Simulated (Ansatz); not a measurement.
Saddle-point search of BH2Cl (part 1 of 2)

System: BH2Cl.
Method: HF/def2-mTZVP, RHF (Ansatz 0.2.0).

The atoms were displaced at random from an optimised geometry. Figures and captions count atoms from 1; the log counts them from 0 in places.

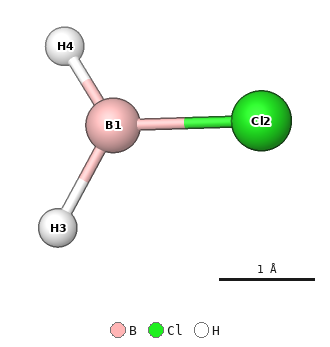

The structure as given in the input (ball-and-stick view, seen at a tilt; atoms are numbered from 1 in the order of the input). Bond lengths as drawn: B–Cl 1.65 Å and B–H 1.11 to 1.23 Å.

### The input
```yaml
crystal:
  periodic: [false, false, false]
  atoms:
    - symbol: B
      position_ang: [-0.076458, 0.154077, -0.032878]
    - symbol: Cl
      position_ang: [1.375952, -0.400627, 0.509480]
    - symbol: H
      position_ang: [-1.102610, -0.418835, 0.318470]
    - symbol: H
      position_ang: [-0.200265, 0.873932, -0.871740]
basis:
  gaussian: {orbitals: def2-mTZVP}
saddle:
  max_steps: 50
  seed: 27
hamiltonian: {xc: hf}
```

Machine: 1 thread of Intel Xeon (Sapphire Rapids), 192 GiB of memory available, shared host.

Launched with:
```bash
ansatz run in.yaml --threads 1 --pin off --max-ram 2610MiB --events-out events.jsonl --progress --plain --runs-dir runs
```

### What the program printed
```
Functional definition: HF
  name "HF"
  exchange = exact_x
  correlation = 0
472 factors; integrals over basis functions are off by at most 5.0e-4 eV
mean field evaluation 1: about -13207.0559 eV, gradient 1.1e1 eV
mean field evaluation 2: about -13207.0561 eV, gradient 1.1e1 eV
mean field evaluation 4: about -13207.5471 eV, gradient 9.6e-1 eV
mean field evaluation 8: about -13207.5504 eV, gradient 3.6e-6 eV
mean field -13207.55039992 eV, -485.3685247977 hartree, gradient 3.9e-6 eV, S^2 0.000000; 0 other end points of the search recorded, 0 dependent functions left out
the calculation of the forces begins
reference -13207.55039992 eV, -485.3685247977 hartree; 12, 12 occupied and 35, 35 virtual orbitals, 472 factors
saddle search: the rotation starts from a random direction (saddle.seed = 27)
these checks for a lower state are left out or cut short: stability, starts, cluster_reference, orbital_swaps, neighbouring_geometries, increment
472 factors; integrals over basis functions are off by at most 4.9e-4 eV
mean field evaluation 16: about -13207.5246 eV, gradient 1.5e-6 eV
mean field -13207.52459186 eV, -485.3675763692 hartree, gradient 1.5e-6 eV, S^2 0.000000; 0 other end points of the search recorded, 0 dependent functions left out
[... from here on the field's lines of each further geometry are left out, up to the last ...]
saddle step   1: F+E_penalty+E_count = -13207.55039992 eV  max|allowed force component| = 4.060e0 eV/Å  curvature = +6.2304 eV/Å²  mode residual = 6.67e-2 eV/Å²  Δτ_max = 0.0000 Å  (11 rotations, 15 force calls, 267 SCF iters)  cluster: 3 rotations left out, max|force component along them| = 1.840e-7 eV/Å
saddle step   2: F+E_penalty+E_count = -13207.79741840 eV  max|allowed force component| = 2.097e0 eV/Å  curvature = +7.1327 eV/Å²  mode residual = 3.32e-1 eV/Å²  Δτ_max = 0.0710 Å  (1 rotations, 4 force calls, 73 SCF iters)  cluster: 3 rotations left out, max|force component along them| = 1.464e-6 eV/Å
saddle step   3: F+E_penalty+E_count = -13207.80238122 eV  max|allowed force component| = 1.367e0 eV/Å  curvature = +7.1400 eV/Å²  mode residual = 2.34e-1 eV/Å²  Δτ_max = 0.0527 Å  (1 rotations, 4 force calls, 72 SCF iters)  cluster: 3 rotations left out, max|force component along them| = 6.385e-7 eV/Å
saddle step   4: F+E_penalty+E_count = -13207.71520063 eV  max|allowed force component| = 9.779e-1 eV/Å  curvature = +7.1290 eV/Å²  mode residual = 1.10e-1 eV/Å²  Δτ_max = 0.0503 Å  (1 rotations, 4 force calls, 73 SCF iters)  cluster: 3 rotations left out, max|force component along them| = 2.290e-7 eV/Å
saddle step   5: F+E_penalty+E_count = -13207.56673295 eV  max|allowed force component| = 1.215e0 eV/Å  curvature = +7.0301 eV/Å²  mode residual = 3.18e-1 eV/Å²  Δτ_max = 0.0526 Å  (1 rotations, 4 force calls, 73 SCF iters)  cluster: 3 rotations left out, max|force component along them| = 2.560e-7 eV/Å
saddle step   6: F+E_penalty+E_count = -13207.36415650 eV  max|allowed force component| = 1.525e0 eV/Å  curvature = +6.9017 eV/Å²  mode residual = 5.21e-1 eV/Å²  Δτ_max = 0.0503 Å  (1 rotations, 4 force calls, 73 SCF iters)  cluster: 3 rotations left out, max|force component along them| = 3.381e-7 eV/Å
saddle step   7: F+E_penalty+E_count = -13207.11059550 eV  max|allowed force component| = 1.854e0 eV/Å  curvature = +6.6770 eV/Å²  mode residual = 6.70e-1 eV/Å²  Δτ_max = 0.0515 Å  (1 rotations, 4 force calls, 75 SCF iters)  cluster: 3 rotations left out, max|force component along them| = 3.746e-7 eV/Å
saddle step   8: F+E_penalty+E_count = -13206.80833908 eV  max|allowed force component| = 2.172e0 eV/Å  curvature = +6.3610 eV/Å²  mode residual = 6.54e-1 eV/Å²  Δτ_max = 0.0513 Å  (1 rotations, 4 force calls, 76 SCF iters)  cluster: 3 rotations left out, max|force component along them| = 3.894e-7 eV/Å
saddle step   9: F+E_penalty+E_count = -13206.46030810 eV  max|allowed force component| = 2.480e0 eV/Å  curvature = +5.9194 eV/Å²  mode residual = 5.97e-1 eV/Å²  Δτ_max = 0.0512 Å  (1 rotations, 4 force calls, 77 SCF iters)  cluster: 3 rotations left out, max|force component along them| = 4.042e-7 eV/Å
saddle step  10: F+E_penalty+E_count = -13206.06829092 eV  max|allowed force component| = 2.765e0 eV/Å  curvature = +5.3153 eV/Å²  mode residual = 6.30e-1 eV/Å²  Δτ_max = 0.0508 Å  (1 rotations, 4 force calls, 77 SCF iters)  cluster: 3 rotations left out, max|force component along them| = 3.543e-7 eV/Å
saddle step  11: F+E_penalty+E_count = -13205.63492418 eV  max|allowed force component| = 3.013e0 eV/Å  curvature = +4.4156 eV/Å²  mode residual = 1.02e0 eV/Å²  Δτ_max = 0.0505 Å  (1 rotations, 4 force calls, 78 SCF iters)  cluster: 3 rotations left out, max|force component along them| = 2.954e-7 eV/Å
saddle step  12: F+E_penalty+E_count = -13205.16415842 eV  max|allowed force component| = 3.184e0 eV/Å  curvature = +2.9964 eV/Å²  mode residual = 2.33e0 eV/Å²  Δτ_max = 0.0549 Å  (1 rotations, 4 force calls, 78 SCF iters)  cluster: 3 rotations left out, max|force component along them| = 3.436e-7 eV/Å
saddle step  13: F+E_penalty+E_count = -13204.71327662 eV  max|allowed force component| = 3.208e0 eV/Å  curvature = +0.3383 eV/Å²  mode residual = 4.69e0 eV/Å²  Δτ_max = 0.0637 Å  (1 rotations, 4 force calls, 80 SCF iters)  cluster: 3 rotations left out, max|force component along them| = 3.473e-7 eV/Å
saddle step  14: F+E_penalty+E_count = -13204.45004030 eV  max|allowed force component| = 2.662e0 eV/Å  curvature = -2.8522 eV/Å²  mode residual = 4.09e0 eV/Å²  Δτ_max = 0.1055 Å  (1 rotations, 3 force calls, 72 SCF iters)  cluster: 3 rotations left out, max|force component along them| = 5.407e-7 eV/Å
saddle step  15: F+E_penalty+E_count = -13202.73096105 eV  max|allowed force component| = 3.452e0 eV/Å  curvature = -7.0560 eV/Å²  mode residual = 1.92e0 eV/Å²  Δτ_max = 0.2000 Å  (1 rotations, 3 force calls, 74 SCF iters)  cluster: 3 rotations left out, max|force component along them| = 9.873e-7 eV/Å
saddle step  16: F+E_penalty+E_count = -13203.16182359 eV  max|allowed force component| = 2.898e0 eV/Å  curvature = -6.8717 eV/Å²  mode residual = 1.92e0 eV/Å²  Δτ_max = 0.1134 Å  (1 rotations, 3 force calls, 76 SCF iters)  cluster: 3 rotations left out, max|force component along them| = 5.243e-7 eV/Å
saddle step  17: F+E_penalty+E_count = -13203.26108649 eV  max|allowed force component| = 1.683e0 eV/Å  curvature = -4.9151 eV/Å²  mode residual = 1.50e0 eV/Å²  Δτ_max = 0.2000 Å  (1 rotations, 3 force calls, 75 SCF iters)  cluster: 3 rotations left out, max|force component along them| = 1.544e-6 eV/Å
saddle step  18: F+E_penalty+E_count = -13203.02668127 eV  max|allowed force component| = 1.225e0 eV/Å  curvature = -0.0792 eV/Å²  mode residual = 3.10e0 eV/Å²  Δτ_max = 0.2000 Å  (1 rotations, 3 force calls, 77 SCF iters)  cluster: 3 rotations left out, max|force component along them| = 1.575e-6 eV/Å
saddle step  19: F+E_penalty+E_count = -13202.91707496 eV  max|allowed force component| = 1.067e0 eV/Å  curvature = +1.2162 eV/Å²  mode residual = 6.52e0 eV/Å²  Δτ_max = 0.2000 Å  (1 rotations, 4 force calls, 92 SCF iters)  cluster: 3 rotations left out, max|force component along them| = 9.141e-7 eV/Å
saddle step  20: F+E_penalty+E_count = -13203.00737191 eV  max|allowed force component| = 3.059e-1 eV/Å  curvature = +0.9645 eV/Å²  mode residual = 3.43e0 eV/Å²  Δτ_max = 0.1279 Å  (1 rotations, 4 force calls, 92 SCF iters)  cluster: 3 rotations left out, max|force component along them| = 4.294e-7 eV/Å
saddle step  21: F+E_penalty+E_count = -13203.00961389 eV  max|allowed force component| = 2.314e-1 eV/Å  curvature = +0.7615 eV/Å²  mode residual = 4.25e0 eV/Å²  Δτ_max = 0.0688 Å  (1 rotations, 4 force calls, 91 SCF iters)  cluster: 3 rotations left out, max|force component along them| = 7.745e-7 eV/Å
saddle step  22: F+E_penalty+E_count = -13203.01126944 eV  max|allowed force component| = 2.350e-1 eV/Å  curvature = +0.6765 eV/Å²  mode residual = 2.47e0 eV/Å²  Δτ_max = 0.0645 Å  (1 rotations, 4 force calls, 92 SCF iters)  cluster: 3 rotations left out, max|force component along them| = 6.941e-7 eV/Å
saddle step  23: F+E_penalty+E_count = -13203.01241484 eV  max|allowed force component| = 1.722e-1 eV/Å  curvature = +0.3386 eV/Å²  mode residual = 2.79e0 eV/Å²  Δτ_max = 0.0586 Å  (1 rotations, 4 force calls, 91 SCF iters)  cluster: 3 rotations left out, max|force component along them| = 1.285e-6 eV/Å
saddle step  24: F+E_penalty+E_count = -13203.01608480 eV  max|allowed force component| = 2.018e-1 eV/Å  curvature = +0.2286 eV/Å²  mode residual = 1.59e0 eV/Å²  Δτ_max = 0.0549 Å  (1 rotations, 4 force calls, 92 SCF iters)  cluster: 3 rotations left out, max|force component along them| = 2.269e-7 eV/Å
saddle step  25: F+E_penalty+E_count = -13203.02000905 eV  max|allowed force component| = 1.571e-1 eV/Å  curvature = -0.0901 eV/Å²  mode residual = 1.50e0 eV/Å²  Δτ_max = 0.0536 Å  (1 rotations, 3 force calls, 67 SCF iters)  cluster: 3 rotations left out, max|force component along them| = 1.128e-6 eV/Å
saddle step  26: F+E_penalty+E_count = -13203.02665761 eV  max|allowed force component| = 1.438e-1 eV/Å  curvature = -0.2672 eV/Å²  mode residual = 1.24e0 eV/Å²  Δτ_max = 0.0260 Å  (1 rotations, 3 force calls, 67 SCF iters)  cluster: 3 rotations left out, max|force component along them| = 5.329e-7 eV/Å
saddle step  27: F+E_penalty+E_count = -13203.03458741 eV  max|allowed force component| = 1.115e-1 eV/Å  curvature = -0.2887 eV/Å²  mode residual = 1.31e0 eV/Å²  Δτ_max = 0.0363 Å  (1 rotations, 3 force calls, 65 SCF iters)  cluster: 3 rotations left out, max|force component along them| = 6.146e-8 eV/Å
saddle step  28: F+E_penalty+E_count = -13203.03467268 eV  max|allowed force component| = 7.885e-2 eV/Å  curvature = -0.4055 eV/Å²  mode residual = 1.02e0 eV/Å²  Δτ_max = 0.0141 Å  (1 rotations, 3 force calls, 66 SCF iters)  cluster: 3 rotations left out, max|force component along them| = 8.008e-7 eV/Å
saddle step  29: F+E_penalty+E_count = -13203.03442272 eV  max|allowed force component| = 4.930e-2 eV/Å  curvature = -0.4083 eV/Å²  mode residual = 6.13e-2 eV/Å²  Δτ_max = 0.0168 Å  (3 rotations, 10 force calls, 204 SCF iters)  cluster: 3 rotations left out, max|force component along them| = 8.079e-7 eV/Å
saddle step  30: F+E_penalty+E_count = -13203.03244812 eV  max|allowed force component| = 1.642e-2 eV/Å  curvature = -0.2437 eV/Å² (error put at 0.0008; -0.2442 at half of saddle.amplitude)  mode residual = 2.98e-2 eV/Å²  Δτ_max = 0.0618 Å  (6 rotations, 15 force calls, 299 SCF iters)  cluster: 3 rotations left out, max|force component along them| = 1.954e-6 eV/Å
saddle step  31: F+E_penalty+E_count = -13203.03246198 eV  max|allowed force component| = 2.191e-2 eV/Å  curvature = -0.2725 eV/Å²  mode residual = 2.46e-1 eV/Å²  Δτ_max = 0.0076 Å  (1 rotations, 5 force calls, 105 SCF iters)  cluster: 3 rotations left out, max|force component along them| = 9.360e-7 eV/Å
saddle step  32: F+E_penalty+E_count = -13203.04569315 eV  max|allowed force component| = 2.084e-1 eV/Å  curvature = -2.3821 eV/Å²  mode residual = 4.24e0 eV/Å²  Δτ_max = 0.1041 Å  (1 rotations, 3 force calls, 68 SCF iters)  cluster: 3 rotations left out, max|force component along them| = 7.233e-7 eV/Å
saddle step  33: F+E_penalty+E_count = -13203.07371535 eV  max|allowed force component| = 4.996e-1 eV/Å  curvature = -4.5730 eV/Å²  mode residual = 5.00e0 eV/Å²  Δτ_max = 0.1060 Å  (1 rotations, 3 force calls, 68 SCF iters)  cluster: 3 rotations left out, max|force component along them| = 5.261e-7 eV/Å
saddle step  34: F+E_penalty+E_count = -13203.04450585 eV  max|allowed force component| = 3.289e-1 eV/Å  curvature = -5.3425 eV/Å²  mode residual = 1.05e0 eV/Å²  Δτ_max = 0.0526 Å  (1 rotations, 3 force calls, 63 SCF iters)  cluster: 3 rotations left out, max|force component along them| = 1.098e-6 eV/Å
saddle step  35: F+E_penalty+E_count = -13203.03432512 eV  max|allowed force component| = 1.367e-1 eV/Å  curvature = -6.4940 eV/Å²  mode residual = 2.67e0 eV/Å²  Δτ_max = 0.0753 Å  (1 rotations, 3 force calls, 69 SCF iters)  cluster: 3 rotations left out, max|force component along them| = 1.228e-7 eV/Å
saddle step  36: F+E_penalty+E_count = -13203.03055009 eV  max|allowed force component| = 2.899e-1 eV/Å  curvature = -7.3252 eV/Å²  mode residual = 8.04e-1 eV/Å²  Δτ_max = 0.0833 Å  (1 rotations, 3 force calls, 67 SCF iters)  cluster: 3 rotations left out, max|force component along them| = 3.169e-7 eV/Å
saddle step  37: F+E_penalty+E_count = -13203.03493945 eV  max|allowed force component| = 1.504e-2 eV/Å  curvature = -6.7806 eV/Å²  mode residual = 8.42e-1 eV/Å²  Δτ_max = 0.0537 Å  (1 rotations, 5 force calls, 104 SCF iters)  cluster: 3 rotations left out, max|force component along them| = 8.047e-7 eV/Å
saddle step  38: F+E_penalty+E_count = -13203.03525561 eV  max|allowed force component| = 1.754e-2 eV/Å  curvature = -6.5037 eV/Å²  mode residual = 5.46e-1 eV/Å²  Δτ_max = 0.0178 Å  (1 rotations, 3 force calls, 65 SCF iters)  cluster: 3 rotations left out, max|force component along them| = 4.220e-7 eV/Å
saddle step  39: F+E_penalty+E_count = -13203.03553677 eV  max|allowed force component| = 4.056e-2 eV/Å  curvature = -6.0003 eV/Å²  mode residual = 4.76e-1 eV/Å²  Δτ_max = 0.0244 Å  (1 rotations, 6 force calls, 122 SCF iters)  cluster: 3 rotations left out, max|force component along them| = 4.375e-7 eV/Å
saddle step  40: F+E_penalty+E_count = -13203.03575630 eV  max|allowed force component| = 2.266e-2 eV/Å  curvature = -5.3854 eV/Å²  mode residual = 7.59e-1 eV/Å²  Δτ_max = 0.0301 Å  (1 rotations, 6 force calls, 122 SCF iters)  cluster: 3 rotations left out, max|force component along them| = 7.985e-7 eV/Å
saddle search: the force at step 41 is within saddle.f_tol, and the search now checks the order of the point unasked, as it does wherever a lone molecule whose rigid rotations it leaves out would converge (saddle.isolated_cluster): at most 100 rotations across the mode and 202 force calls, two more next to a line or behind a second negative curvature, two more where it reads a positive, two for each turn that reads one and six more at each negative that it reads, and up to 22 at one that stands (24 where saddle.amplitude is under 0.005 Å), over each length that the point is read over (saddle.order_check: false declines the check)
saddle search: the rotation starts from a random direction (saddle.seed = 27)
the calculation of the forces begins
reference -13203.03327343 eV, -485.2025234612 hartree; 12, 12 occupied and 35, 35 virtual orbitals, 472 factors
472 factors; integrals over basis functions are off by at most 5.2e-4 eV
mean field -13203.03577691 eV, -485.2026154624 hartree, gradient 1.8e-5 eV, S^2 0.000000; 1 other end points of the search recorded, 0 dependent functions left out
the calculation of the forces begins
reference -13203.03577691 eV, -485.2026154624 hartree; 12, 12 occupied and 35, 35 virtual orbitals, 472 factors
saddle step  41: F+E_penalty+E_count = -13203.03577691 eV  max|allowed force component| = 1.882e-3 eV/Å  curvature = -5.5229 eV/Å² (error put at 0.0112; -5.5339 at half of saddle.amplitude)  mode residual = 3.34e-1 eV/Å²  Δτ_max = 0.0048 Å  (1 rotations, 17 force calls, 339 SCF iters)  order check (unasked): unresolved, curvature across the mode = +0.0782 eV/Å² (9 force calls)  cluster: 3 rotations left out, max|force component along them| = 4.146e-7 eV/Å
```
